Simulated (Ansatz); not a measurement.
## Geometry relaxation of Si₅H₁₃Cl (part 2 of 2)

Si₅H₁₃Cl; RKS PBE0-D4/def2-TZVP (Ansatz 0.2.0). The geometry is a transition state displaced along its imaginary mode. The reaction was set up to form Si1–Si4 and Cl2–H3 and to break Si1–Cl2 and H3–Si4 (atoms counted from 1 in the order of the input); sticks are drawn by distance alone.

Geometry of the input (Å):
```
Si -0.6199  1.6185  1.5122
Cl -2.5246  0.0695  2.0660
H  -0.7645  0.1083  0.8896
Si 0.1285  -0.3116  -0.2889
Si -0.2490  1.0017  -2.1773
Si 2.3421  -0.3928  0.5027
Si -1.0071  -2.3477  -0.3406
H  0.6838  2.0733  0.7985
H  -1.6156  2.5770  1.0267
H  -0.2088  1.4329  2.8988
H  0.2434  2.3874  -1.9650
H  -1.7017  1.0011  -2.4660
H  0.4961  0.3656  -3.2953
H  3.1151  0.7496  -0.0574
H  2.3530  -0.3579  1.9811
H  2.9428  -1.6732  0.0363
H  -2.4240  -2.1121  -0.7046
H  -0.8519  -3.0166  0.9774
H  -0.3376  -3.1730  -1.3943
```

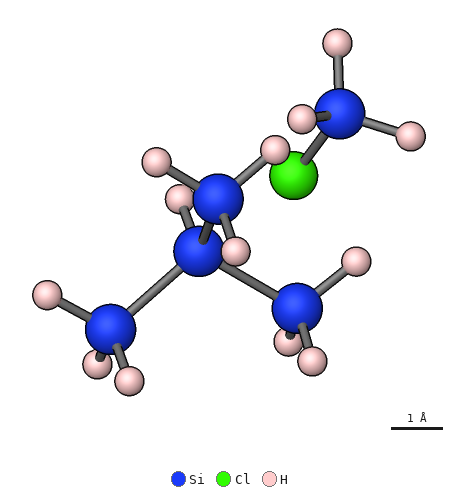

Figure 1. The geometry at step 49 of the log (ball-and-stick view, seen at a tilt).

The program's output, continued
```
relax step  43: F+E_penalty+E_count = -52104.51229215 eV  Δ(F+E_penalty+E_count) = -3.046e-4 eV  max|allowed force component| = 3.701e-2 eV/Å  Δτ_max = 0.0334 Å  (28 SCF iters, accepted)
relax step  44: F+E_penalty+E_count = -52104.51254666 eV  Δ(F+E_penalty+E_count) = -2.545e-4 eV  max|allowed force component| = 2.985e-2 eV/Å  Δτ_max = 0.0458 Å  (28 SCF iters, accepted)
relax step  45: F+E_penalty+E_count = -52104.51264775 eV  Δ(F+E_penalty+E_count) = -1.011e-4 eV  max|allowed force component| = 1.318e-2 eV/Å  Δτ_max = 0.0090 Å  (23 SCF iters, accepted)
relax step  46: F+E_penalty+E_count = -52104.51273104 eV  Δ(F+E_penalty+E_count) = -8.329e-5 eV  max|allowed force component| = 1.180e-3 eV/Å  Δτ_max = 0.0088 Å  (24 SCF iters, accepted)
relax step  47: F+E_penalty+E_count = -52104.51277721 eV  Δ(F+E_penalty+E_count) = -4.616e-5 eV  max|allowed force component| = 8.211e-3 eV/Å  Δτ_max = 0.0174 Å  (28 SCF iters, accepted)
relax step  48: F+E_penalty+E_count = -52104.51279724 eV  Δ(F+E_penalty+E_count) = -2.003e-5 eV  max|allowed force component| = 8.499e-3 eV/Å  Δτ_max = 0.0173 Å  (28 SCF iters, accepted)
the calculation of the forces begins
reference -52104.00353598 eV, -1914.7868125853 hartree; 50, 50 occupied and 250, 250 virtual orbitals, 2180 factors
relax step  49: F+E_penalty+E_count = -52104.51280633 eV  Δ(F+E_penalty+E_count) = -9.083e-6 eV  max|allowed force component| = 4.798e-3 eV/Å  Δτ_max = 0.0083 Å  (23 SCF iters, accepted)
2180 factors; their error is unknown
mean field evaluation 352: about -52104.0035 eV, gradient 1.5e-5 eV
mean field -52104.00348280 eV, -1914.7868106309 hartree, gradient 1.5e-5 eV, S^2 0.000000; 1 other end points of the search recorded, 0 dependent functions left out
the calculation of the forces begins
reference -52104.00353598 eV, -1914.7868125853 hartree; 50, 50 occupied and 250, 250 virtual orbitals, 2180 factors
Total energy: -52104.51285951 eV, -1914.8055298796 hartree
Atom 0 at    -0.820426     2.891746     1.904067 Å, force     0.000568    -0.004798    -0.003648 eV/Å
Atom 1 at    -2.592335     2.048757     1.291139 Å, force     0.001604     0.001123     0.000604 eV/Å
Atom 2 at    -0.827005    -0.747081     1.163278 Å, force    -0.000577     0.000704     0.000344 eV/Å
Atom 3 at    -0.038336    -0.923420    -0.089243 Å, force     0.001375     0.001890    -0.000157 eV/Å
Atom 4 at    -0.584403     0.735800    -1.642653 Å, force    -0.003132    -0.003128     0.001797 eV/Å
Atom 5 at     2.243002    -0.790562     0.401439 Å, force    -0.000675    -0.001326     0.000877 eV/Å
Atom 6 at    -0.507480    -3.020278    -1.009418 Å, force     0.001256    -0.001201    -0.000466 eV/Å
Atom 7 at     0.241393     1.862848     1.822497 Å, force    -0.001915     0.002007     0.000119 eV/Å
Atom 8 at    -0.508837     4.032256     1.013751 Å, force     0.000126     0.000482    -0.000332 eV/Å
Atom 9 at    -0.988175     3.352031     3.301279 Å, force     0.000233     0.001077     0.002977 eV/Å
Atom 10 at    -0.217781     2.087908    -1.139833 Å, force     0.000506     0.002186     0.001148 eV/Å
Atom 11 at    -2.033096     0.717415    -1.972478 Å, force    -0.001260     0.000470    -0.001200 eV/Å
Atom 12 at     0.193009     0.481835    -2.886697 Å, force     0.001507    -0.000540    -0.001796 eV/Å
Atom 13 at     2.589871     0.544521     0.960510 Å, force    -0.000603    -0.000245     0.000040 eV/Å
Atom 14 at     2.635973    -1.833677     1.387035 Å, force     0.000833    -0.000399     0.000323 eV/Å
Atom 15 at     3.027695    -0.996704    -0.845899 Å, force     0.000223     0.000147    -0.000345 eV/Å
Atom 16 at    -1.951175    -3.137146    -1.349242 Å, force     0.000393     0.000231     0.000145 eV/Å
Atom 17 at    -0.151285    -4.106153    -0.056474 Å, force    -0.000263     0.001426    -0.000779 eV/Å
Atom 18 at     0.289391    -3.200097    -2.253059 Å, force    -0.000200    -0.000104     0.000348 eV/Å
Dipole moment:     0.156765     0.123489     0.116106 e Å
```

Trajectory as extended XYZ (Å, eV, eV/Å), 6 of the 49 frames kept, from step=1 to step=49
```
19
Properties=species:S:1:pos:R:3:forces:R:3 step=1 energy=-52102.47352
Si   -0.6199    1.6185    1.5122   -0.2202  -0.3401  -0.0414
Cl   -2.5246    0.0695    2.0660    0.3381   0.5120  -0.0465
H    -0.7645    0.1083    0.8896   -0.0715   0.0444   0.0301
Si    0.1285   -0.3116   -0.2889    0.6052  -0.2172  -0.3013
Si   -0.2490    1.0017   -2.1773    0.0229   0.0851   0.0265
Si    2.3421   -0.3928    0.5027   -0.0225  -0.0321  -0.2979
Si   -1.0071   -2.3477   -0.3406    0.0866  -0.2109  -0.0870
H     0.6838    2.0733    0.7985   -0.5291  -0.2416   0.2689
H    -1.6156    2.5770    1.0267   -0.0924   0.1963   0.0019
H    -0.2088    1.4329    2.8988    0.1418   0.1816   0.3013
H     0.2434    2.3874   -1.9650   -0.0067  -0.0312  -0.0137
H    -1.7017    1.0011   -2.4660   -0.0490   0.0151  -0.0471
H     0.4961    0.3656   -3.2953   -0.0121  -0.0033  -0.0015
H     3.1151    0.7496   -0.0574   -0.0287  -0.0568   0.0566
H     2.3530   -0.3579    1.9811   -0.0387   0.0340   0.1004
H     2.9428   -1.6732    0.0363    0.0069   0.0445   0.0173
H    -2.4240   -2.1121   -0.7046    0.0081  -0.0299   0.0235
H    -0.8519   -3.0166    0.9774   -0.0517   0.0277  -0.0629
H    -0.3376   -3.1730   -1.3943   -0.0868   0.0223   0.0728
19
Properties=species:S:1:pos:R:3:forces:R:3 step=11 energy=-52104.40423
Si   -1.0622    2.6740    2.3854   -0.1353  -0.0615   0.0803
Cl   -2.5360    1.2364    2.4662    0.0725   0.0863  -0.0050
H    -0.7296   -0.1169    0.6907    0.0963  -0.0500  -0.0801
Si    0.0816   -0.7172   -0.4133    0.0166  -0.1196  -0.0802
Si   -0.1741    0.6720   -2.2782   -0.0774   0.0356   0.0419
Si    2.3422   -0.7152    0.2208   -0.0361   0.0367   0.1461
Si   -0.7438   -2.8821   -0.7717    0.0312  -0.0632  -0.0820
H    -0.0250    2.2418    1.4263    0.0337  -0.0159  -0.0503
H    -1.6829    3.9438    1.9496    0.0044   0.0232  -0.0187
H    -0.4852    2.8149    3.7404    0.0174   0.0093   0.0139
H     0.3179    2.0283   -1.9080   -0.0034   0.0052  -0.0308
H    -1.6122    0.7767   -2.6500    0.0214   0.0020  -0.0221
H     0.5927    0.2019   -3.4651    0.0027  -0.0404   0.0655
H     2.9940    0.5406   -0.2453    0.0017  -0.0195   0.0042
H     2.4153   -0.7525    1.7102    0.0487  -0.0231  -0.0574
H     3.1096   -1.8718   -0.3232   -0.0925   0.0390  -0.0170
H    -2.1892   -2.8079   -1.1412    0.1042  -0.0242   0.0075
H    -0.6174   -3.6894    0.4787    0.0065   0.0447  -0.0947
H     0.0045   -3.5775   -1.8723   -0.1126   0.1354   0.1789
19
Properties=species:S:1:pos:R:3:forces:R:3 step=20 energy=-52104.45950
Si   -0.9320    2.8764    2.2991   -0.0144  -0.0028  -0.0279
Cl   -2.5667    1.6400    2.4364    0.0043   0.0009  -0.0037
H    -0.8836   -0.3016    0.7876   -0.0124  -0.0103   0.0087
Si   -0.0200   -0.7886   -0.3246    0.0111   0.0112  -0.0216
Si   -0.2970    0.6048   -2.1817    0.0011  -0.0137   0.0167
Si    2.2172   -0.7258    0.3504   -0.0039  -0.0087  -0.0101
Si   -0.6332   -2.9782   -0.8694    0.0050   0.0103   0.0045
H    -0.0214    2.3434    1.2586   -0.0074   0.0012   0.0102
H    -1.4059    4.2291    1.9285    0.0119   0.0046  -0.0025
H    -0.2558    2.9051    3.6150    0.0143  -0.0019   0.0099
H     0.0603    2.0099   -1.8442   -0.0023  -0.0046   0.0030
H    -1.7025    0.5729   -2.6676   -0.0032   0.0030  -0.0020
H     0.5959    0.1406   -3.2781   -0.0028   0.0062  -0.0012
H     2.6687    0.6791    0.5578   -0.0083  -0.0298   0.0012
H     2.4052   -1.4812    1.6195    0.0098   0.0108  -0.0175
H     3.0638   -1.3462   -0.7068   -0.0047   0.0212   0.0291
H    -2.0643   -3.0328   -1.2733    0.0072  -0.0025  -0.0007
H    -0.4295   -3.8821    0.2950   -0.0003  -0.0029  -0.0073
H     0.2009   -3.4648   -2.0021   -0.0048   0.0079   0.0113
19
Properties=species:S:1:pos:R:3:forces:R:3 step=30 energy=-52104.47839
Si   -0.6701    2.9704    2.0176   -0.0460  -0.0111   0.0066
Cl   -2.5183    2.0578    1.9517    0.1359   0.0541  -0.0076
H    -1.0495   -0.6790    0.9723    0.0217  -0.0053  -0.0420
Si   -0.1347   -0.9067   -0.1860    0.0156   0.0060   0.0409
Si   -0.5916    0.6276   -1.8892   -0.0195   0.0040  -0.0048
Si    2.0830   -0.7290    0.5329    0.0264   0.0084   0.0123
Si   -0.4623   -3.0597   -1.0334   -0.0116  -0.0192  -0.0125
H     0.2667    2.1943    1.1667   -0.0616   0.0487   0.0641
H    -0.8213    4.3546    1.4974    0.0254  -0.0981   0.0484
H    -0.1967    2.9822    3.4277   -0.0535   0.0067  -0.1160
H    -0.3405    2.0285   -1.4568   -0.0028   0.0011   0.0051
H    -2.0113    0.5064   -2.3187    0.0150   0.0062  -0.0024
H     0.2866    0.3341   -3.0556   -0.0112  -0.0035   0.0189
H     2.3618    0.6129    1.1140   -0.0029  -0.0097  -0.0086
H     2.3809   -1.7588    1.5666   -0.0107   0.0092  -0.0147
H     2.9998   -0.9396   -0.6205   -0.0126  -0.0029  -0.0006
H    -1.8485   -3.2116   -1.5538    0.0120  -0.0102   0.0018
H    -0.2279   -4.0871    0.0176   -0.0025   0.0083  -0.0062
H     0.4940   -3.2973   -2.1503   -0.0172   0.0073   0.0172
19
Properties=species:S:1:pos:R:3:forces:R:3 step=39 energy=-52104.50961
Si   -0.7780    2.8810    1.9086    0.0237  -0.0108   0.0642
Cl   -2.5585    2.1123    1.2246    0.0169  -0.0035   0.0136
H    -0.8712   -0.7304    1.1483    0.0027  -0.0068  -0.0163
Si   -0.0653   -0.9103   -0.0939   -0.0017  -0.0014   0.0185
Si   -0.6154    0.7223   -1.6752   -0.0023   0.0046  -0.0141
Si    2.2086   -0.7633    0.4320    0.0048   0.0024  -0.0147
Si   -0.4854   -3.0244   -1.0032    0.0109   0.0105   0.0035
H     0.2970    1.8875    1.6585   -0.0675   0.0543   0.0146
H    -0.5066    4.1397    1.1757    0.0094  -0.0241   0.0179
H    -0.9147    3.1392    3.3660    0.0123  -0.0126  -0.1029
H    -0.1878    2.0782   -1.2289   -0.0162  -0.0239  -0.0086
H    -2.0769    0.7354   -1.9526    0.0347   0.0022   0.0018
H     0.1086    0.4025   -2.9380   -0.0092   0.0116   0.0186
H     2.5547    0.5813    0.9700   -0.0086  -0.0122  -0.0059
H     2.5852   -1.7882    1.4435   -0.0034   0.0030  -0.0069
H     3.0092   -0.9962   -0.8011    0.0028   0.0009   0.0089
H    -1.9142   -3.1662   -1.3932    0.0015   0.0030   0.0037
H    -0.1475   -4.0939   -0.0251   -0.0032   0.0030  -0.0050
H     0.3582   -3.2065   -2.2162   -0.0076  -0.0002   0.0091
19
Properties=species:S:1:pos:R:3:forces:R:3 step=49 energy=-52104.51281
Si   -0.8204    2.8917    1.9041    0.0006  -0.0048  -0.0036
Cl   -2.5923    2.0488    1.2911    0.0016   0.0011   0.0006
H    -0.8270   -0.7471    1.1633   -0.0006   0.0007   0.0003
Si   -0.0383   -0.9234   -0.0892    0.0014   0.0019  -0.0002
Si   -0.5844    0.7358   -1.6427   -0.0031  -0.0031   0.0018
Si    2.2430   -0.7906    0.4014   -0.0007  -0.0013   0.0009
Si   -0.5075   -3.0203   -1.0094    0.0013  -0.0012  -0.0005
H     0.2414    1.8628    1.8225   -0.0019   0.0020   0.0001
H    -0.5088    4.0323    1.0138    0.0001   0.0005  -0.0003
H    -0.9882    3.3520    3.3013    0.0002   0.0011   0.0030
H    -0.2178    2.0879   -1.1398    0.0005   0.0022   0.0011
H    -2.0331    0.7174   -1.9725   -0.0013   0.0005  -0.0012
H     0.1930    0.4818   -2.8867    0.0015  -0.0005  -0.0018
H     2.5899    0.5445    0.9605   -0.0006  -0.0002   0.0000
H     2.6360   -1.8337    1.3870    0.0008  -0.0004   0.0003
H     3.0277   -0.9967   -0.8459    0.0002   0.0001  -0.0003
H    -1.9512   -3.1371   -1.3492    0.0004   0.0002   0.0001
H    -0.1513   -4.1062   -0.0565   -0.0003   0.0014  -0.0008
H     0.2894   -3.2001   -2.2531   -0.0002  -0.0001   0.0003
```

Key numbers

```json
{"quantity": "outcome", "value": "converged"}
{"quantity": "total energy", "value": "−52104.5129 eV"}
{"quantity": "mean-field energy", "value": "−52104.0035 eV"}
{"quantity": "dispersion energy", "value": "−0.5093 eV"}
{"quantity": "SCF solution under orbital rotations", "value": "stable"}
{"quantity": "largest force (length of the vector) at the end", "value": "0.006 eV/Å"}
{"quantity": "dipole moment", "value": "1.11 D"}
{"quantity": "hardware", "value": "4 CPU threads, shared host"}
{"quantity": "wall time", "value": "88 s (CPU time 2.3 min)"}
{"quantity": "peak memory", "value": "1 GiB"}
```
